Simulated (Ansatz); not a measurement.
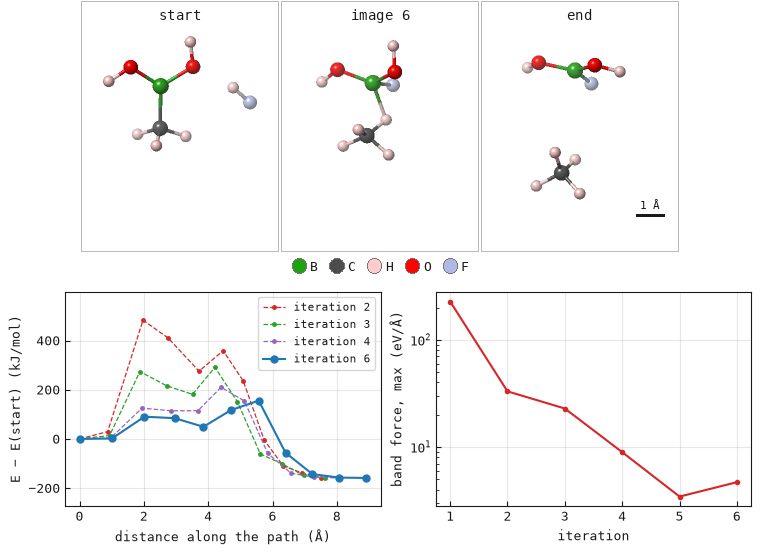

NEB run on CH$_{6}$BFO$_{2}$. Images are numbered from 0 (start) to 10 (end). The plot follows the band through its iterations. A ball-and-stick model, seen from a free direction.

The calculation used RHF/6-31G* in Ansatz. Set-up: 9 movable images; climbing image; force threshold 0.05 eV/Å; iteration limit 6; starting path through a guess of the saddle point.

How did the profile develop, and is the result final?

Answer. The result isn't final. The band hadn't converged when the run stopped after 6 iterations. The largest component of the band force went from 230 to 4.7 eV/Å. The barrier read from it is provisional: over the last two iterations the highest image moved from 210.4 kJ/mol to 155.7 kJ/mol. The iteration limit was low. The first iteration put the highest image at 3220.1 kJ/mol. The energy climbs by 155.7 kJ/mol to image 6 and then falls by 314.2 kJ/mol, so the end point sits at −158.6 kJ/mol. The profile has 2 maxima (images 2, 6) with a dip at image 4 (+49.4 kJ/mol), which on an unconverged band is provisional.
